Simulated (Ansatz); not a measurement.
Molecular dynamics, with input and output: C$_{2}$H$_{8}$FGaS (part 3 of 3)

Continued. System: C$_{2}$H$_{8}$FGaS, SMILES [CH3][Ga-]([CH3])([F])[SH2+]. Method: RKS revPBE-d3bjatm/def2-SVP (Ansatz 0.2.0). The geometry comes from this level: PBE0-D4/def2-TZVP.

Trajectory as extended XYZ, continued:
```
13
Properties=species:S:1:pos:R:3:forces:R:3 step=32 time_fs=16.0 energy=-68115.14624 temperature=471.0
C    -1.5248   -1.0120    0.6268   -1.2230  -1.0746  -0.8278
Ga   -0.0583   -0.1352   -0.3756   -0.2215   1.6198  -1.3540
C     1.8692   -0.3112   -1.0573   -0.2159  -2.2419  -0.8020
F    -0.9085    1.1430   -1.5456    0.6293  -1.1500   0.7603
S     0.2421    1.8237    1.2186   -1.1047   1.6204   1.1292
H    -1.2791   -1.6301    1.5534   -0.2927   0.5826  -0.8384
H    -2.4311   -0.3215    0.7624    1.1746  -0.4018   0.2022
H    -1.9297   -1.7076   -0.2129    0.4620   0.3311   1.1831
H     1.8282   -1.2329   -1.8133   -0.0498   1.6484   0.9416
H     2.6164   -0.7220   -0.3056   -0.4656   0.8192  -0.3406
H     2.2127    0.5919   -1.6410   -0.1750  -0.5280   0.5813
H    -0.3448    2.9435    0.5720    0.4823  -1.1667   0.3456
H    -0.8263    1.7593    2.1657    1.0000  -0.0584  -0.9805
13
Properties=species:S:1:pos:R:3:forces:R:3 step=34 time_fs=17.0 energy=-68115.16718 temperature=485.8
C    -1.5351   -1.0058    0.6271   -0.7219  -1.0881  -0.8230
Ga   -0.0559   -0.1353   -0.3733   -0.2998   1.5218  -1.3831
C     1.8678   -0.3079   -1.0633    0.4078  -1.5010  -0.4317
F    -0.9079    1.1405   -1.5467    0.6413  -1.1479   0.7706
S     0.2402    1.8190    1.2156   -1.2013   1.7282   1.1844
H    -1.2941   -1.6181    1.5503   -0.2437   0.4782  -0.6898
H    -2.4067   -0.3081    0.7640    0.7011  -0.0134   0.3085
H    -1.9652   -1.6853   -0.1936    0.4460   0.1163   0.9179
H     1.8632   -1.2035   -1.7973   -0.2451   1.0850   0.4389
H     2.6469   -0.7203   -0.3204   -0.7744   1.0321  -0.4821
H     2.2065    0.6113   -1.6605   -0.3033  -0.8891   0.8678
H    -0.3589    2.9488    0.5794    0.5345  -1.2911   0.4053
H    -0.8161    1.7439    2.1854    1.0588  -0.0309  -1.0836
13
Properties=species:S:1:pos:R:3:forces:R:3 step=35 time_fs=17.5 energy=-68115.19082 temperature=502.3
C    -1.5405   -1.0031    0.6271   -0.3818  -1.0552  -0.8276
Ga   -0.0548   -0.1352   -0.3723   -0.3353   1.4644  -1.3968
C     1.8672   -0.3068   -1.0664    0.6076  -1.0261  -0.1454
F    -0.9075    1.1390   -1.5471    0.6452  -1.1429   0.7742
S     0.2390    1.8168    1.2142   -1.1480   1.7143   1.1911
H    -1.3025   -1.6103    1.5461   -0.1932   0.3783  -0.5368
H    -2.3916   -0.3017    0.7659    0.3989   0.2437   0.3672
H    -1.9814   -1.6736   -0.1804    0.3883  -0.0421   0.7088
H     1.8799   -1.1846   -1.7874   -0.3280   0.6541   0.0733
H     2.6596   -0.7159   -0.3295   -0.8622   1.0882  -0.4778
H     2.2024    0.6180   -1.6672   -0.3371  -0.9740   0.9494
H    -0.3641    2.9469    0.5846    0.5237  -1.2812   0.3945
H    -0.8073    1.7360    2.1914    1.0218  -0.0215  -1.0741
13
Properties=species:S:1:pos:R:3:forces:R:3 step=37 time_fs=18.5 energy=-68115.22455 temperature=526.2
C    -1.5515   -0.9982    0.6264    0.3735  -0.8716  -0.8402
Ga   -0.0525   -0.1350   -0.3703   -0.3967   1.3328  -1.4275
C     1.8665   -0.3050   -1.0727    0.7494   0.0817   0.6208
F    -0.9064    1.1356   -1.5476    0.6493  -1.1251   0.7786
S     0.2365    1.8129    1.2118   -0.8375   1.5524   1.1525
H    -1.3205   -1.5923    1.5344   -0.0494   0.1009  -0.0988
H    -2.3594   -0.2865    0.7723   -0.2232   0.7989   0.4791
H    -2.0111   -1.6510   -0.1496    0.1719  -0.4329   0.1721
H     1.9109   -1.1432   -1.7681   -0.4362  -0.4596  -0.8516
H     2.6787   -0.6992   -0.3509   -0.8969   1.0992  -0.3346
H     2.1916    0.6244   -1.6738   -0.3467  -0.9462   0.9809
H    -0.3708    2.9340    0.5976    0.4245  -1.1155   0.2946
H    -0.7824    1.7202    2.1959    0.8178  -0.0149  -0.9260
13
Properties=species:S:1:pos:R:3:forces:R:3 step=38 time_fs=19.0 energy=-68115.22564 temperature=527.5
C    -1.5569   -0.9960    0.6258    0.7186  -0.6998  -0.8425
Ga   -0.0514   -0.1348   -0.3694   -0.4223   1.2594  -1.4455
C     1.8663   -0.3041   -1.0757    0.6865   0.6279   1.0423
F    -0.9057    1.1337   -1.5477    0.6498  -1.1126   0.7794
S     0.2351    1.8111    1.2106   -0.5780   1.4047   1.1032
H    -1.3298   -1.5827    1.5279    0.0365  -0.0615   0.1633
H    -2.3437   -0.2763    0.7772   -0.4760   1.0359   0.5198
H    -2.0252   -1.6410   -0.1332    0.0227  -0.6413  -0.1254
H     1.9249   -1.1234   -1.7609   -0.4553  -1.0570  -1.3427
H     2.6850   -0.6869   -0.3630   -0.8431   1.0556  -0.2037
H     2.1850    0.6241   -1.6736   -0.3242  -0.8336   0.9291
H    -0.3725    2.9234    0.6053    0.3338  -0.9581   0.2059
H    -0.7668    1.7122    2.1947    0.6509  -0.0194  -0.7833
13
Properties=species:S:1:pos:R:3:forces:R:3 step=40 time_fs=20.0 energy=-68115.21844 temperature=523.9
C    -1.5673   -0.9920    0.6242    1.1465  -0.1819  -0.8227
Ga   -0.0492   -0.1343   -0.3677   -0.4650   1.1018  -1.4864
C     1.8664   -0.3019   -1.0810    0.3293   1.2988   1.6512
F    -0.9041    1.1294   -1.5476    0.6480  -1.0811   0.7778
S     0.2323    1.8078    1.2087    0.1454   0.9843   0.9375
H    -1.3480   -1.5644    1.5167    0.2064  -0.3699   0.6744
H    -2.3161   -0.2482    0.7908   -0.7061   1.2479   0.5308
H    -2.0536   -1.6260   -0.1021   -0.2921  -0.9850  -0.6545
H     1.9496   -1.0928   -1.7572   -0.4470  -1.9307  -2.0477
H     2.6918   -0.6548   -0.3882   -0.5964   0.8764   0.1532
H     2.1695    0.6179   -1.6667   -0.2310  -0.4146   0.6888
H    -0.3739    2.8958    0.6218    0.0675  -0.4974  -0.0453
H    -0.7315    1.6961    2.1871    0.1944  -0.0486  -0.3571
13
Properties=species:S:1:pos:R:3:forces:R:3 step=41 time_fs=20.5 energy=-68115.22760 temperature=530.8
C    -1.5721   -0.9901    0.6231    1.1782   0.1300  -0.7933
Ga   -0.0481   -0.1339   -0.3669   -0.4835   1.0205  -1.5078
C     1.8665   -0.3004   -1.0832    0.0733   1.2613   1.7024
F    -0.9032    1.1271   -1.5474    0.6456  -1.0623   0.7749
S     0.2309    1.8063    1.2078    0.5950   0.7233   0.8230
H    -1.3564   -1.5564    1.5132    0.2752  -0.4829   0.8698
H    -2.3048   -0.2297    0.7995   -0.6585   1.1742   0.4887
H    -2.0687   -1.6218   -0.0886   -0.4169  -1.0717  -0.8276
H     1.9603   -1.0839   -1.7623   -0.4443  -2.0425  -2.1169
H     2.6929   -0.6355   -0.4004   -0.4105   0.7467   0.3657
H     2.1608    0.6131   -1.6606   -0.1652  -0.1174   0.5041
H    -0.3742    2.8799    0.6301   -0.1046  -0.2048  -0.2019
H    -0.7129    1.6879    2.1817   -0.0838  -0.0743  -0.0813
13
Properties=species:S:1:pos:R:3:forces:R:3 step=43 time_fs=21.5 energy=-68115.27307 temperature=562.7
C    -1.5811   -0.9861    0.6205    0.8911   0.6755  -0.6731
Ga   -0.0460   -0.1332   -0.3656   -0.5187   0.8589  -1.5471
C     1.8668   -0.2967   -1.0866   -0.4701   0.3950   1.2112
F    -0.9011    1.1220   -1.5468    0.6379  -1.0191   0.7636
S     0.2282    1.8034    1.2062    1.5696   0.1673   0.5581
H    -1.3712   -1.5440    1.5128    0.3479  -0.5556   1.0164
H    -2.2865   -0.1847    0.8202   -0.3197   0.6874   0.3081
H    -2.1021   -1.6213   -0.0676   -0.5017  -0.9861  -0.8895
H     1.9786   -1.0805   -1.7875   -0.4868  -1.5329  -1.5884
H     2.6927   -0.5919   -0.4219    0.0361   0.4374   0.8037
H     2.1425    0.6034   -1.6453   -0.0200   0.5821   0.0450
H    -0.3759    2.8474    0.6448   -0.4937   0.4340  -0.5395
H    -0.6769    1.6709    2.1711   -0.6720  -0.1439   0.5314
13
Properties=species:S:1:pos:R:3:forces:R:3 step=44 time_fs=22.0 energy=-68115.29035 temperature=575.0
C    -1.5854   -0.9839    0.6189    0.6287   0.8354  -0.5724
Ga   -0.0450   -0.1328   -0.3649   -0.5367   0.7806  -1.5629
C     1.8669   -0.2947   -1.0879   -0.7074  -0.2718   0.7668
F    -0.8999    1.1193   -1.5463    0.6323  -0.9947   0.7545
S     0.2271    1.8020    1.2055    2.0226  -0.0836   0.4301
H    -1.3774   -1.5398    1.5162    0.3466  -0.5047   0.9442
H    -2.2787   -0.1593    0.8318   -0.0970   0.3344   0.1832
H    -2.1206   -1.6246   -0.0604   -0.4441  -0.8119  -0.7791
H     1.9861   -1.0848   -1.8062   -0.5261  -1.0372  -1.0904
H     2.6924   -0.5683   -0.4299    0.2580   0.2776   0.9953
H     2.1332    0.6002   -1.6372    0.0428   0.9277  -0.1945
H    -0.3783    2.8323    0.6504   -0.6838   0.7297  -0.6941
H    -0.6610    1.6619    2.1673   -0.9361  -0.1817   0.8193
13
Properties=species:S:1:pos:R:3:forces:R:3 step=46 time_fs=23.0 energy=-68115.28390 temperature=571.8
C    -1.5935   -0.9791    0.6156    0.0482   0.8660  -0.2799
Ga   -0.0430   -0.1319   -0.3639   -0.5755   0.6306  -1.5827
C     1.8665   -0.2910   -1.0901   -0.9791  -1.5050  -0.1678
F    -0.8973    1.1134   -1.5450    0.6166  -0.9401   0.7283
S     0.2252    1.7991    1.2041    2.6332  -0.4011   0.2577
H    -1.3873   -1.5347    1.5294    0.2816  -0.2640   0.5515
H    -2.2634   -0.1072    0.8561    0.2981  -0.4049  -0.0873
H    -2.1605   -1.6366   -0.0510   -0.1656  -0.2881  -0.3792
H     1.9971   -1.0995   -1.8501   -0.5912   0.0127  -0.0018
H     2.6942   -0.5194   -0.4386    0.5642   0.0041   1.2195
H     2.1150    0.6011   -1.6229    0.1000   1.4098  -0.5667
H    -0.3884    2.8079    0.6564   -0.9619   1.1162  -0.8909
H    -0.6363    1.6425    2.1662   -1.2685  -0.2361   1.1995
13
Properties=species:S:1:pos:R:3:forces:R:3 step=47 time_fs=23.5 energy=-68115.26856 temperature=561.9
C    -1.5975   -0.9764    0.6138   -0.2088   0.7641  -0.0970
Ga   -0.0421   -0.1314   -0.3634   -0.5967   0.5586  -1.5856
C     1.8660   -0.2895   -1.0912   -0.9650  -1.8973  -0.5603
F    -0.8959    1.1103   -1.5442    0.6060  -0.9098   0.7108
S     0.2246    1.7977    1.2034    2.7148  -0.4286   0.2383
H    -1.3912   -1.5333    1.5383    0.2306  -0.1061   0.2797
H    -2.2549   -0.0821    0.8680    0.4345  -0.7326  -0.2151
H    -2.1813   -1.6439   -0.0479    0.0181   0.0074  -0.1483
H     2.0005   -1.1074   -1.8728   -0.6021   0.4535   0.4786
H     2.6970   -0.4948   -0.4387    0.5982  -0.0946   1.2168
H     2.1062    0.6064   -1.6175    0.0810   1.4706  -0.6514
H    -0.3968    2.7996    0.6563   -1.0145   1.1552  -0.9049
H    -0.6283    1.6320    2.1698   -1.2960  -0.2405   1.2382
13
Properties=species:S:1:pos:R:3:forces:R:3 step=49 time_fs=24.5 energy=-68115.24678 temperature=547.7
C    -1.6057   -0.9706    0.6102   -0.5663   0.4489   0.2924
Ga   -0.0402   -0.1304   -0.3627   -0.6418   0.4182  -1.5756
C     1.8645   -0.2878   -1.0939   -0.6115  -2.0656  -1.0974
F    -0.8929    1.1038   -1.5424    0.5780  -0.8425   0.6665
S     0.2239    1.7946    1.2022    2.3851  -0.2118   0.3471
H    -1.3975   -1.5308    1.5574    0.1250   0.2009  -0.2765
H    -2.2345   -0.0378    0.8902    0.5589  -1.2225  -0.4269
H    -2.2222   -1.6579   -0.0423    0.3788   0.5471   0.2570
H     2.0030   -1.1191   -1.9137   -0.5723   1.0676   1.1976
H     2.7066   -0.4464   -0.4303    0.3853  -0.2181   0.9587
H     2.0891    0.6274   -1.6116   -0.0445   1.1666  -0.5777
H    -0.4208    2.7909    0.6497   -0.9098   0.8979  -0.7467
H    -0.6216    1.6092    2.1857   -1.0649  -0.1867   0.9813
13
Properties=species:S:1:pos:R:3:forces:R:3 step=50 time_fs=25.0 energy=-68115.24242 temperature=545.0
C    -1.6100   -0.9675    0.6084   -0.6527   0.2782   0.4751
Ga   -0.0393   -0.1298   -0.3624   -0.6646   0.3485  -1.5628
C     1.8635   -0.2876   -1.0955   -0.3169  -1.8706  -1.2361
F    -0.8913    1.1003   -1.5414    0.5602  -0.8052   0.6397
S     0.2238    1.7930    1.2016    2.0230  -0.0021   0.4583
H    -1.4002   -1.5291    1.5662    0.0805   0.3251  -0.5172
H    -2.2223   -0.0197    0.8998    0.5512  -1.3717  -0.5047
H    -2.2416   -1.6633   -0.0389    0.5281   0.7614   0.4048
H     2.0022   -1.1214   -1.9303   -0.5350   1.2439   1.4316
H     2.7130   -0.4229   -0.4224    0.1658  -0.2576   0.7280
H     2.0804    0.6423   -1.6108   -0.1313   0.8426  -0.4448
H    -0.4362    2.7901    0.6436   -0.7659   0.6387  -0.5932
H    -0.6222    1.5971    2.1974   -0.8423  -0.1311   0.7212
```

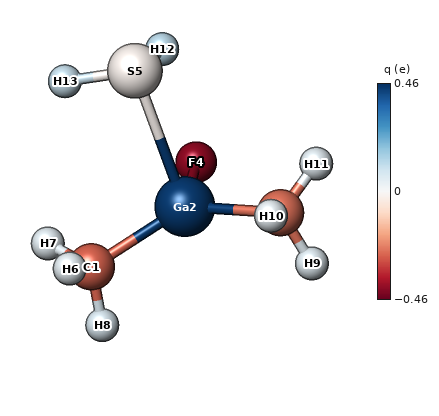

*Mulliken charges, as the colour of each atom (ball-and-stick view, seen at a tilt; atoms are numbered from 1 in the order of the input).*

By element: C −0.27 to −0.25, Ga +0.44, F −0.41, S −0.02 and H +0.03 to +0.12 e.

This output came from the following input.

The input:
```yaml
crystal:
  periodic: [false, false, false]
  atoms:
    - {symbol: C, position_ang: [-1.393292, -1.194456, 0.562163]}
    - {symbol: Ga, position_ang: [-0.094839, -0.103409, -0.430109]}
    - {symbol: C, position_ang: [1.762766, -0.456431, -0.958212]}
    - {symbol: F, position_ang: [-0.887654, 1.120574, -1.489730]}
    - {symbol: S, position_ang: [0.284108, 1.922114, 1.292459]}
    - {symbol: H, position_ang: [-0.986547, -1.532491, 1.517859]}
    - {symbol: H, position_ang: [-2.308520, -0.628872, 0.746462]}
    - {symbol: H, position_ang: [-1.660406, -2.082318, -0.016452]}
    - {symbol: H, position_ang: [1.790664, -1.212350, -1.747124]}
    - {symbol: H, position_ang: [2.355255, -0.826524, -0.118962]}
    - {symbol: H, position_ang: [2.230512, 0.449537, -1.347400]}
    - {symbol: H, position_ang: [-0.103925, 2.649366, 0.228329]}
    - {symbol: H, position_ang: [-0.967823, 1.860460, 1.775419]}
basis:
  gaussian: {orbitals: def2-SVP}
hamiltonian: {xc: {name: revPBE}, dispersion: d3bjatm}
md: {timestep: 0.5 fs, n_steps: 50, ensemble: nvt_nose_hoover, temperature: 1000, initial_velocities: maxwell_boltzmann, seed: 15}
```

Command:
```bash
ansatz run in.yaml --threads 8 --pin off --events-out ev --progress --plain --max-ram 18278MiB
```

Key numbers:

| quantity | value |
| --- | --- |
| outcome | finished |
| mean temperature over the second half | 540 K |
| trajectory | 50 steps, 25 fs |
| ensemble | nvt_nose_hoover |
| temperature in the input | 1000 K |
| time step | 0.5 fs |
| potential energy (last step) | −68115.2425 eV |
| mean-field energy (last step) | −68114.6108 eV |
| dispersion energy (last step) | −0.6317 eV |
| SCF solution under orbital rotations (last step) | stable |
| largest force (length of the vector) (last step) | 2.264 eV/Å |
| dipole moment (last step) | 3.92 D |
| hardware | 8 threads of Arm Neoverse V1, 23 GiB of memory available, shared host |
| wall time | 49 s (CPU time 5.8 min) |
| peak memory | 0.64 GiB |

Remarks:

So short a trajectory is not equilibrated. The temperature stays far from the 1000 K of the thermostat over the second half: the run isn't equilibrated.
